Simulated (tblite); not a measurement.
# C$_{5}$H$_{10}$GaN: geometry relaxation (part 2 of 2)

C$_{5}$H$_{10}$GaN, SMILES C#[C][Ga]([CH2]C)[NH]C; GFN2-xTB geometry optimisation, gas phase (tblite 0.8.0). It belongs to a series of runs on one base structure; here: constitutional isomer.

Geometry of the input (Å):
```
C  -1.6642  1.7824  -2.2457
C  -1.0905  0.9801  -1.5578
Ga -0.0544  -0.4026  -0.3666
C  1.5884  0.0396  0.3011
C  2.8572  0.6226  -0.2963
N  -1.0153  -1.2308  1.3245
C  -2.4133  -1.0791  0.9638
H  -2.1797  2.4894  -2.8668
H  1.3598  0.7047  1.1779
H  1.9367  -0.9165  0.8189
H  2.7527  1.6813  -0.5562
H  3.6096  0.5746  0.5341
H  3.2470  -0.0083  -1.1091
H  -0.6858  -2.2143  1.1979
H  -2.7450  -0.0470  1.2535
H  -2.4539  -1.1806  -0.1110
H  -3.0563  -1.7837  1.5277
```

**Trajectory as extended XYZ, continued**
```
17
Properties=species:S:1:pos:R:3:forces:R:3 step=74 energy=-539.07566
C    -1.3063    1.8024   -1.9918    0.0050  -0.0310  -0.0030
C    -0.8733    1.1905   -1.0444   -0.0150   0.0240  -0.1180
Ga   -0.0359   -0.0688    0.2084   -0.0200  -0.0070   0.0330
C     1.9405    0.0782    0.7088    0.0180  -0.0030  -0.0260
C     2.7601    0.6789   -0.4382   -0.0050  -0.0160   0.0260
N    -1.2243   -1.3480    0.7752   -0.0110   0.1150   0.0360
C    -2.6803   -1.2339    0.7377   -0.0610   0.0050  -0.0530
H    -1.7049    2.3507   -2.8001   -0.0230   0.0720   0.0140
H     2.0163    0.7214    1.5938    0.0650   0.0030  -0.0010
H     2.3278   -0.9050    1.0010   -0.0020  -0.0020  -0.0510
H     2.3944    1.6757   -0.6917   -0.0480  -0.0230   0.0040
H     3.8116    0.7681   -0.1621    0.0020   0.0010   0.0310
H     2.6963    0.0638   -1.3382   -0.0160  -0.0090   0.0530
H    -0.9368   -2.1826    1.2726   -0.0100  -0.0390   0.0250
H    -2.9478   -0.2725    0.2782    0.0700  -0.1590   0.0700
H    -3.1297   -2.0342    0.1338    0.0260   0.0480   0.0780
H    -3.1146   -1.2726    1.7468    0.0260   0.0210  -0.1180
17
Properties=species:S:1:pos:R:3:forces:R:3 step=84 energy=-539.09896
C    -1.2867    1.8509   -1.9923    0.0190  -0.0170   0.0790
C    -0.8666    1.1222   -1.1243   -0.0020   0.0320  -0.0780
Ga   -0.0381   -0.1020    0.1856   -0.0090  -0.0030   0.0210
C     1.9389    0.0656    0.6989    0.0210  -0.0050   0.0130
C     2.7423    0.6834   -0.4466   -0.0230  -0.0140  -0.0040
N    -1.2232   -1.3233    0.8784   -0.0070  -0.0110  -0.0160
C    -2.6735   -1.2608    0.7250   -0.0350  -0.0180  -0.0270
H    -1.6758    2.5022   -2.7277    0.0050  -0.0300   0.0180
H     2.0249    0.7066    1.5841   -0.0010  -0.0350   0.0320
H     2.3435   -0.9149    0.9754   -0.0370  -0.0090  -0.0190
H     2.3576    1.6784   -0.6779    0.0180  -0.0180  -0.0430
H     3.7976    0.7728   -0.1834   -0.0270   0.0300   0.0180
H     2.6670    0.0741   -1.3486    0.0040   0.0110  -0.0100
H    -0.9543   -2.1442    1.4110    0.0410   0.0670   0.0110
H    -2.9122   -0.3840    0.1133   -0.0330  -0.0660   0.0600
H    -3.0723   -2.1522    0.2224    0.0450   0.0620   0.0270
H    -3.1762   -1.1628    1.6969    0.0200   0.0220  -0.0810
17
Properties=species:S:1:pos:R:3:forces:R:3 step=94 energy=-539.10881
C    -1.2763    1.8788   -1.9763   -0.0020  -0.0140   0.0010
C    -0.8357    1.0928   -1.1725   -0.0050   0.0500   0.0120
Ga   -0.0357   -0.0854    0.1866   -0.0070  -0.0090  -0.0010
C     1.9365    0.0563    0.6981   -0.0200  -0.0390   0.0450
C     2.7280    0.6857   -0.4485    0.0010  -0.0230   0.0180
N    -1.2227   -1.2868    0.8959   -0.0060  -0.0350   0.0160
C    -2.6703   -1.2765    0.7146   -0.0200   0.0030  -0.0400
H    -1.6764    2.5487   -2.6861   -0.0140   0.0180  -0.0280
H     2.0470    0.6534    1.6109    0.0030   0.0340  -0.0310
H     2.3203   -0.9417    0.9354    0.0200  -0.0400  -0.0230
H     2.3204    1.6661   -0.7057    0.0340  -0.0140   0.0310
H     3.7789    0.7998   -0.1776   -0.0200   0.0520  -0.0240
H     2.6683    0.0619   -1.3414    0.0210  -0.0080  -0.0160
H    -0.9358   -2.0602    1.4877   -0.0080   0.0460   0.0180
H    -2.9259   -0.4516    0.0441    0.0010  -0.0060  -0.0010
H    -3.0293   -2.2085    0.2612    0.0060   0.0240   0.0480
H    -3.1981   -1.1208    1.6637    0.0160  -0.0410  -0.0240
17
Properties=species:S:1:pos:R:3:forces:R:3 step=105 energy=-539.11577
C    -1.2678    1.9139   -1.9695   -0.0050   0.0250  -0.0040
C    -0.8119    1.1339   -1.1686    0.0020  -0.0190   0.0330
Ga   -0.0358   -0.0701    0.1868    0.0050   0.0030   0.0020
C     1.9435    0.0208    0.6916   -0.0150   0.0020   0.0010
C     2.7166    0.6778   -0.4519   -0.0010   0.0050  -0.0030
N    -1.2280   -1.2571    0.9102    0.0000   0.0080   0.0180
C    -2.6696   -1.3024    0.6952   -0.0060   0.0150   0.0030
H    -1.6720    2.5922   -2.6699   -0.0040  -0.0070  -0.0170
H     2.0682    0.6041    1.6107    0.0030   0.0020   0.0070
H     2.3249   -0.9848    0.8995    0.0070  -0.0020  -0.0100
H     2.2711    1.6424   -0.7056    0.0100   0.0080  -0.0070
H     3.7610    0.8438   -0.1846   -0.0020  -0.0140   0.0040
H     2.6810    0.0527   -1.3450    0.0260   0.0060  -0.0150
H    -0.9437   -1.9419    1.6032    0.0030  -0.0010   0.0000
H    -2.9314   -0.5457   -0.0484   -0.0010  -0.0100  -0.0060
H    -2.9885   -2.2810    0.3213   -0.0130  -0.0150  -0.0110
H    -3.2245   -1.0866    1.6153   -0.0090  -0.0060   0.0040
17
Properties=species:S:1:pos:R:3:forces:R:3 step=116 energy=-539.11711
C    -1.2711    1.9214   -1.9663   -0.0080  -0.0090  -0.0090
C    -0.8309    1.1504   -1.1478    0.0080  -0.0050   0.0050
Ga   -0.0419   -0.0625    0.1909   -0.0010   0.0020   0.0110
C     1.9419    0.0155    0.6798    0.0060   0.0020   0.0030
C     2.7242    0.6786   -0.4544   -0.0020   0.0000   0.0010
N    -1.2341   -1.2375    0.9345   -0.0040  -0.0060  -0.0110
C    -2.6715   -1.3073    0.6951   -0.0050   0.0040   0.0180
H    -1.6704    2.5837   -2.6846   -0.0020   0.0110  -0.0020
H     2.0728    0.5901    1.6035   -0.0110   0.0070   0.0150
H     2.3198   -0.9932    0.8805   -0.0030  -0.0020  -0.0160
H     2.2814    1.6437   -0.7108    0.0020   0.0050   0.0020
H     3.7638    0.8453   -0.1700    0.0080  -0.0100  -0.0130
H     2.7039    0.0577   -1.3511    0.0160   0.0030  -0.0020
H    -0.9440   -1.9273    1.6203   -0.0150   0.0040   0.0000
H    -2.9322   -0.5591   -0.0575    0.0010  -0.0050   0.0030
H    -2.9740   -2.2923    0.3231    0.0150  -0.0090  -0.0160
H    -3.2447   -1.0954    1.6048   -0.0040   0.0080   0.0100
17
Properties=species:S:1:pos:R:3:forces:R:3 step=126 energy=-539.11754
C    -1.2773    1.9195   -1.9682    0.0030  -0.0010   0.0000
C    -0.8350    1.1484   -1.1507   -0.0040   0.0040  -0.0060
Ga   -0.0447   -0.0599    0.1908   -0.0020  -0.0030  -0.0010
C     1.9415    0.0155    0.6732    0.0030  -0.0060   0.0070
C     2.7325    0.6805   -0.4540   -0.0020   0.0020   0.0020
N    -1.2380   -1.2317    0.9401   -0.0010   0.0040  -0.0040
C    -2.6742   -1.3098    0.6963    0.0030   0.0010   0.0030
H    -1.6742    2.5867   -2.6835   -0.0050   0.0000  -0.0020
H     2.0690    0.5829    1.6025    0.0030   0.0020  -0.0010
H     2.3149   -0.9961    0.8669    0.0010  -0.0060   0.0010
H     2.2941    1.6471   -0.7112    0.0000   0.0080   0.0020
H     3.7710    0.8435   -0.1630    0.0010  -0.0050   0.0000
H     2.7197    0.0620   -1.3523   -0.0010   0.0000  -0.0010
H    -0.9511   -1.9139    1.6344    0.0040   0.0000   0.0030
H    -2.9370   -0.5637   -0.0574   -0.0020  -0.0020  -0.0020
H    -2.9664   -2.2974    0.3221    0.0010   0.0010  -0.0050
H    -3.2518   -1.1015    1.6041   -0.0010   0.0010   0.0040
```

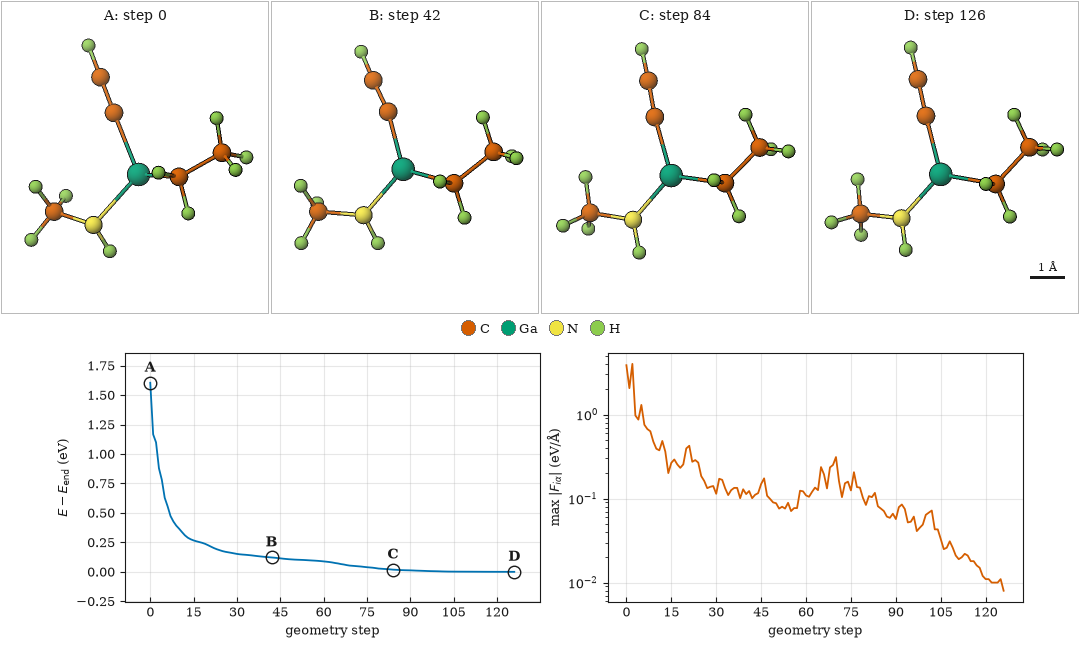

*Frames of the relaxation (ball-and-stick view, seen at a tilt) above the curves, on which the letters mark them (steps are counted from 0).*

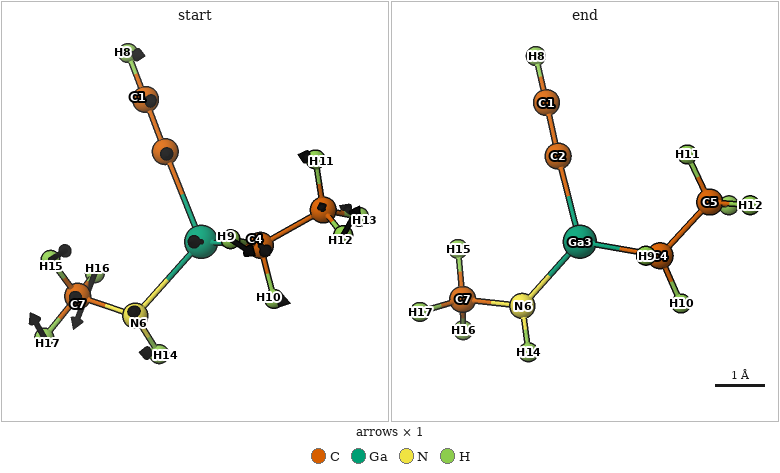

*Before (left) and after (right) the relaxation, at one scale (ball-and-stick view, seen at a tilt). The black arrows give the displacements, at true length.*

H15 moves most after the best rigid fit: 1.42 Å. By element the largest moves are H 1.42 Å, Ga 0.66 Å, C 0.51 Å, N 0.43 Å. Distances before and after: Ga3–N6 2.114 → 1.833 Å, Ga3–C4 1.828 → 2.045 Å, C2–Ga3 2.099 → 1.971 Å, C4–H10 1.142 → 1.096 Å. Among the angles that change: Ga3–N6–C7 101.4° → 127.4°, Ga3–N6–H14 97.4° → 121.7°, Ga3–C4–C5 134.4° → 110.2°. Over 126 geometry steps the energy falls by 1.604 eV. Largest force component: 3.9 eV/Å at the start, 0.008 eV/Å at the end. (Atoms are counted from 1 in the order of the input.)

**Summary**

| quantity | value |
| --- | --- |
| outcome | converged |
| total energy | −539.1175 eV |
| hardware | 1 CPU thread, shared host |
| wall time | 1.4 s |
| peak memory | 0.18 GiB |
